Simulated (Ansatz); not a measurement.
# CH5Al···H2: what the fields show

```xyz
9

Al   -0.0071    0.0016    0.3532
C     0.0306    0.3045    2.3043
H    -0.9126    0.0180    2.8007
H     0.8629   -0.2207    2.8041
H     0.1762    1.3837    2.5059
H     1.3598   -0.2029   -0.4713
H    -1.3841    0.1168   -0.4705
H    -0.2880   -2.3132    0.2028
H    -0.2659   -2.2315    0.9565
```

Computed with RKS PBE-D4/6-31G* in Ansatz.

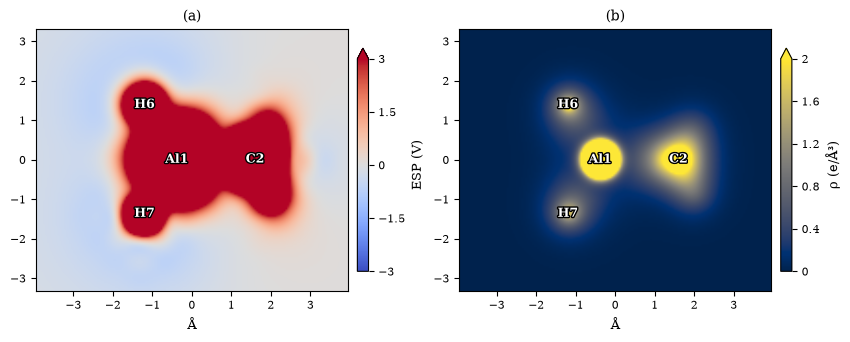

Figure 1. (a) molecular electrostatic potential; (b) electron density on the plane of atoms C2, Al1 and H6.

> Read the bonding off the picture.

The plane passes through Al, C and H nuclei.
C–Al (1.97 Å): the density is about 0.68 e/Å³ at the midpoint.
Al–H (1.61 Å): ρ at the midpoint is about 0.51 e/Å³.
Outside the dense part of the complex the potential is most negative (−0.7 V) near H6 and H7.

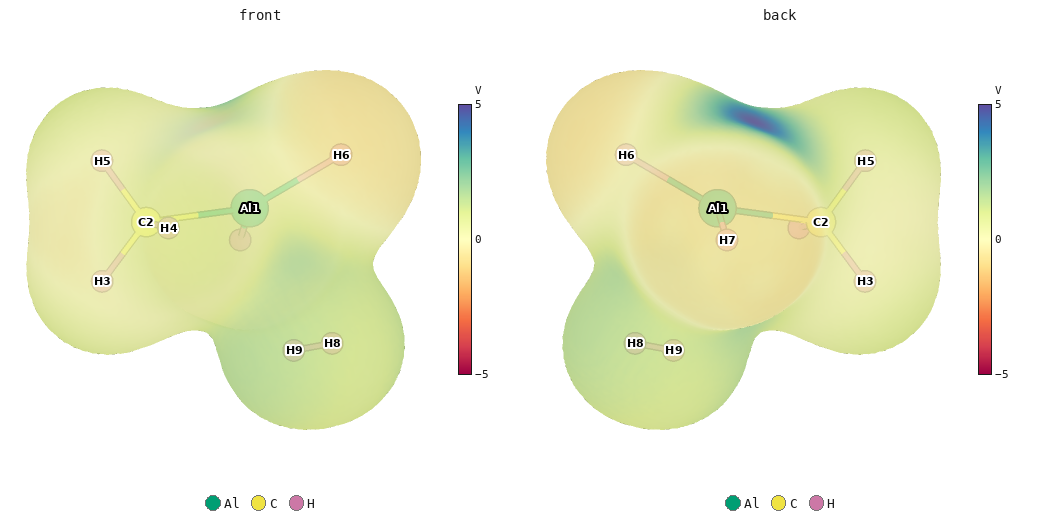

Figure 2. The electrostatic potential painted on the density surface at 0.004 e/bohr³, seen from the front and from behind; red is negative and blue positive.

> Describe the electrostatic potential map.

The most negative region (about −0.6 V) lies over H6 and H7, the most positive (about +4.4 V) over Al1.

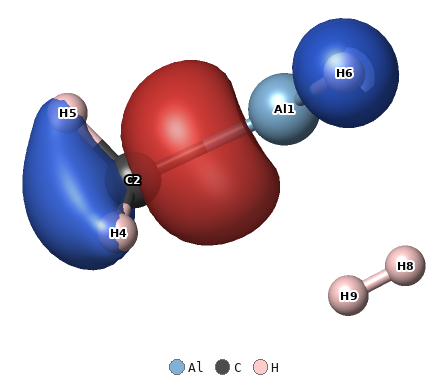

Figure 3. One frontier orbital at ±0.15 Å⁻³ᐟ² (blue and red are the two phases), seen across its widest extent.

> Which orbital is it: HOMO or LUMO?

The HOMO, at −6.57 eV. Its weight (Hirshfeld) is mainly on C2 (about 45 %), Al1 (about 25 %), H6 (about 10 %) and H7 (about 10 %).
